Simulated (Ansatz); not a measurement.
**singlet GeNH4O+ at 6 levels**

Wanted: a comparison of 6 runs (B3LYP/6-31G*, B2PLYP/def2-SVPD, B3LYP/def2-SVPD, BHLYP/def2-SVPD, CAM-B3LYP/def2-SVPD, CCSD/def2-SVPD) of singlet GeNH4O+. 

The calculation is run with Ansatz 0.2.0.

66 further runs of the same task are left out: 66 set aside as unsound or not needed.

## (1) The system as given

GeNH4O+: 7 atoms, total charge +1, spin state singlet. As SMILES of the parent species, `[NH][GeH2][OH]`. The shape is that of a PBE0-D4/def2-TZVP optimisation. This is one conformer, not always the lowest. That shape belongs to the parent species and isn't relaxed for this state.

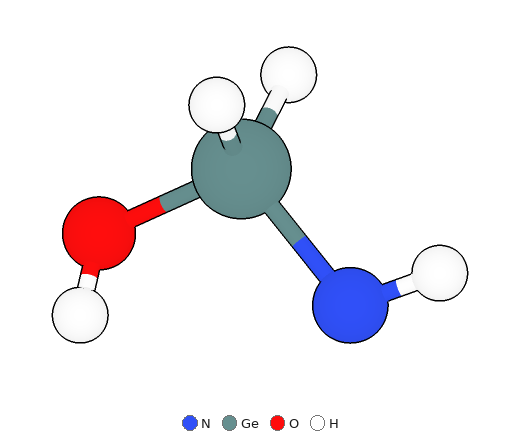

Viewed from a chosen angle; nitrogen blue, germanium teal, oxygen red, hydrogen white.

## (2) The energy at B3LYP/6-31G(d) (spherical functions) (run 1)

The input, input.yaml:

```yaml
crystal:
  periodic: [false, false, false]
  atoms:
    - symbol: N
      position_ang: [-1.180000, -0.629600, -0.704300]
    - symbol: Ge
      position_ang: [0.091800, 0.357900, 0.227300]
    - symbol: O
      position_ang: [1.488100, -0.708500, 0.454200]
    - symbol: H
      position_ang: [-2.073700, -0.127300, -0.724700]
    - symbol: H
      position_ang: [0.468500, 1.575300, -0.644200]
    - symbol: H
      position_ang: [-0.348300, 0.758200, 1.642900]
    - symbol: H
      position_ang: [1.614800, -1.294000, -0.296700]
basis:
  gaussian:
    orbitals: 6-31G_st_-spherical.json
total_charge: 1
hamiltonian:
  xc: {name: B3LYP}
accuracy: high
output:
  orbitals: {seedname: orbitals}
```

The basis set 6-31G* is read from a file made from the Basis Set Exchange's data (not shown).

Started as:

```console
$ ansatz run input.yaml --threads 1 --pin off --max-ram 3480MiB --events-out events.jsonl --progress --plain --runs-dir runs
```

The log of the run:

```text
Warning: RAYON_NUM_THREADS=1 ignored (pool sized by the plan → 1); use --threads N
Functional definition: B3LYP
  name "B3LYP"
  parameter a0 = 0.2
  parameter ax = 0.72
  parameter ac = 0.81
  exchange = (1 - a0 - ax)*slater_x + ax*b88_x + a0*exact_x
  correlation = (1 - ac)*vwn_rpa_c + ac*lyp_c
1481 factors; integrals over basis functions are off by at most 4.8e-9 eV
mean field evaluation 1: about -60070.3509 eV, gradient 1.2e2 eV
mean field evaluation 2: about -59864.5951 eV, gradient 2.5e2 eV
mean field evaluation 4: about -60055.2802 eV, gradient 1.2e2 eV
mean field evaluation 8: about -60101.0178 eV, gradient 4.1e0 eV
mean field evaluation 16: about -60101.1804 eV, gradient 2.7e-2 eV
mean field evaluation 32: about -60101.1804 eV, gradient 3.6e-8 eV
mean field -60101.18041596 eV, -2208.6776422434 hartree, gradient 3.6e-8 eV, S^2 0.000000; 0 other end points of the search recorded, 0 dependent functions left out
reference -60101.18045295 eV, -2208.6776436025 hartree; 25, 25 occupied and 43, 43 virtual orbitals, 1481 factors
Total energy: -60101.18045295 eV, -2208.6776436025 hartree
```

It took 7.2 s on 1 thread of Arm Neoverse V1, shared host; peak memory 0.2 GiB.

## (3) The energy at B2PLYP/def2-SVPD (run 2)

The input, job.yaml:

```yaml
crystal:
  periodic: [false, false, false]
  atoms:
    - {symbol: "N", position_ang: [-1.180000, -0.629600, -0.704300]}
    - {symbol: Ge, position_ang: [0.091800, 0.357900, 0.227300]}
    - {symbol: O, position_ang: [1.488100, -0.708500, 0.454200]}
    - {symbol: H, position_ang: [-2.073700, -0.127300, -0.724700]}
    - {symbol: H, position_ang: [0.468500, 1.575300, -0.644200]}
    - {symbol: H, position_ang: [-0.348300, 0.758200, 1.642900]}
    - {symbol: H, position_ang: [1.614800, -1.294000, -0.296700]}
basis:
  gaussian:
    orbitals: def2-SVPD
total_charge: 1
hamiltonian:
  xc: {name: B2PLYP}
correlation:
  frozen_orbitals: {Ge: 9, H: 0, "N": 1, O: 1}
accuracy: high
output:
  orbitals: {seedname: orbitals}
```

Started as:

```console
$ ansatz run job.yaml --threads 1 --pin off --max-ram 3480MiB --events-out events.jsonl --progress --plain --runs-dir runs
```

The log of the run, cut to the lines that bear on the results:

```text
Warning: RAYON_NUM_THREADS=1 ignored (pool sized by the plan → 1); use --threads N
Functional definition: B2PLYP
  name "B2PLYP"
[...]
2284 factors; integrals over basis functions are off by at most 4.7e-9 eV
[...]
mean field -60079.66853974 eV, -2207.8870953736 hartree, gradient 6.0e-8 eV, S^2 0.000000; 2 other end points of the search recorded, 0 dependent functions left out; unrestricted orbitals would lower it
11 core orbitals not correlated: weight in the atoms' cores, before any rotation towards them, 1.000 or more for the frozen orbitals, at most 0.000 for the correlated occupied ones
reference -60079.66856561 eV, -2207.8870963241 hartree; 14, 14 occupied and 88, 88 virtual orbitals, 2284 factors
second order -19.65943819 eV of doubles, -0.00000000 eV of singles
Total energy: -60084.97661392 eV, -2208.0821635016 hartree
```

Run time: 22 s. Hardware: 1 thread of Arm Neoverse V1, shared host; peak memory 0.48 GiB.

Runs 3 to 5 aren't shown in full; the table further down has their settings and results.

## (4) A single-point energy at CCSD/def2-SVPD (run 6)

The input, input.yaml:

```yaml
crystal:
  periodic: [false, false, false]
  atoms:
    - {symbol: "N", position_ang: [-1.180000, -0.629600, -0.704300]}
    - {symbol: Ge, position_ang: [0.091800, 0.357900, 0.227300]}
    - {symbol: O, position_ang: [1.488100, -0.708500, 0.454200]}
    - {symbol: H, position_ang: [-2.073700, -0.127300, -0.724700]}
    - {symbol: H, position_ang: [0.468500, 1.575300, -0.644200]}
    - {symbol: H, position_ang: [-0.348300, 0.758200, 1.642900]}
    - {symbol: H, position_ang: [1.614800, -1.294000, -0.296700]}
basis:
  gaussian:
    orbitals: def2-SVPD
total_charge: 1
correlation:
  method: ccsd
  frozen_orbitals: {Ge: 9, H: 0, "N": 1, O: 1}
accuracy: high
scf:
  omitted_lower_state_checks: [cluster_reference, increment]
```

Started as:

```console
$ ansatz run input.yaml --threads 1 --pin off --max-ram 3480MiB --events-out events.jsonl --progress --plain --runs-dir runs
```

The log of the run:

```text
Warning: RAYON_NUM_THREADS=1 ignored (pool sized by the plan → 1); use --threads N
[... 12 lines left out ...]
11 core orbitals not correlated: weight in the atoms' cores, before any rotation towards them, 1.000 or more for the frozen orbitals, at most 0.000 for the correlated occupied ones
[... 59 lines left out ...]
Total energy: -60050.73784150 eV, -2206.8239118230 hartree
Checks for a lower state left out: cluster_reference, increment
```

Wall time 77 s (1 thread of Arm Neoverse V1, shared host); peak memory 0.96 GiB.

## (5) The series

| run | level | frozen core orbitals | energy (Eh) | HOMO energy (eV) | LUMO energy (eV) | HOMO–LUMO gap (eV) | wall time |
| --- | --- | --- | --- | --- | --- | --- | --- |
| 1 | B3LYP/6-31G* (spherical functions) | – | -2208.677644 | -14.38 | -13.02 | 1.36 | 7.2 s |
| 2 | B2PLYP/def2-SVPD | 11 | -2208.082164 | -15.91 | -11.79 | 4.11 | 22 s |
| 3 | B3LYP/def2-SVPD | – | -2208.627635 | -14.63 | -13.18 | 1.45 | 12 s |
| 4 | BHLYP/def2-SVPD | – | -2208.476104 | -15.96 | -12.15 | 3.81 | 16 s |
| 5 | CAM-B3LYP/def2-SVPD | – | -2208.639341 | -16.03 | -12.08 | 3.95 | 15 s |
| 6 | CCSD/def2-SVPD | 11 | -2206.823912 | – | – | – | 77 s |

## (6) Outcome

| quantity | value |
| --- | --- |
| run 6: total energy | -2206.82391 Eh |
| run 6: correlation energy (11 core orbitals frozen) | -601.8 mEh |
| run 6: T1 diagnostic | 0.060 |

Over runs 1, 2, 3, 4, 5 the HOMO–LUMO gap runs from 1.36 eV (B3LYP/6-31G*) to 4.11 eV (B2PLYP/def2-SVPD). The two ends differ in method and basis. A double hybrid's value is that of its SCF part. Totals of different functionals can't be ranked against each other. In run 6 the T1 diagnostic is large, so a single reference may not serve. In runs 2, 6 the log says that unrestricted orbitals would lower the reference, so the values rest on an unstable closed-shell determinant (other closed-shell runs at this shape may share the fault). All runs together took 2.5 min, the longest 77 s.
